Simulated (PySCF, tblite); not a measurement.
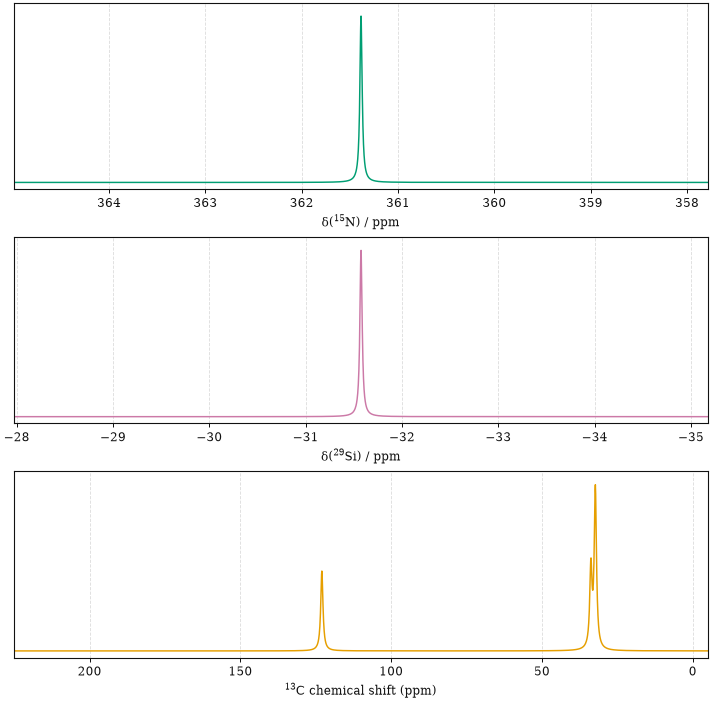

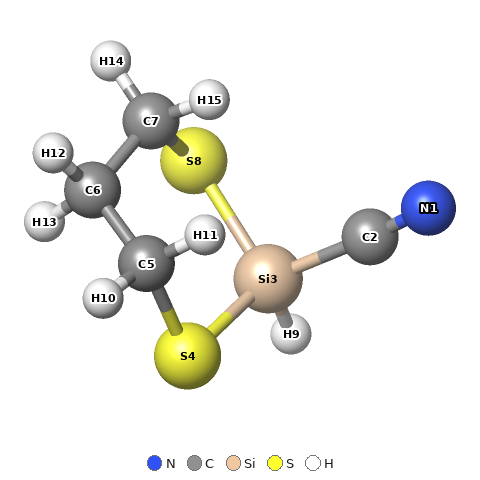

Spectrum and numbered structure of C₄H₇NS₂Si, SMILES N#C[SiH]1SCCCS1. GIAO shifts, PBE0/pcSseg-1, PySCF 2.14.0, at a GFN2-xTB geometry (a minimum by its frequencies), against NH₃ for ¹⁵N, TMS for ²⁹Si and TMS for ¹³C computed at the same level (¹⁵N: a single molecule, while the usual scales start at liquid NH₃ or nitromethane; multiply bonded nitrogen can come out tens of ppm too deshielded). Gas phase, fully decoupled, line heights follow the number of nuclei, widths are arbitrary (no quadrupolar broadening); values of one conformer, averaged over methyl-type rotors and exact or near symmetry; other conformers aren't averaged in.

Question: Where does the ¹⁵N line lie?

Answer: At 361.4 ppm (N1).

Question: Where does the ²⁹Si line lie?

Answer: At −31.6 ppm (Si3).

Question: Which atoms give which ¹³C line?

Answer:
| δ (ppm) | nuclei | atoms |
| --- | --- | --- |
| 123.0 | 1 | C2 |
| 33.8 | 1 | C6 |
| 32.3 | 2 | C5, C7 |

The order of signals that lie close, as those under 2 ppm apart, is within the error of the method.

Known limits of this run: the tight-binding geometry is rougher than a DFT one and adds to the error.
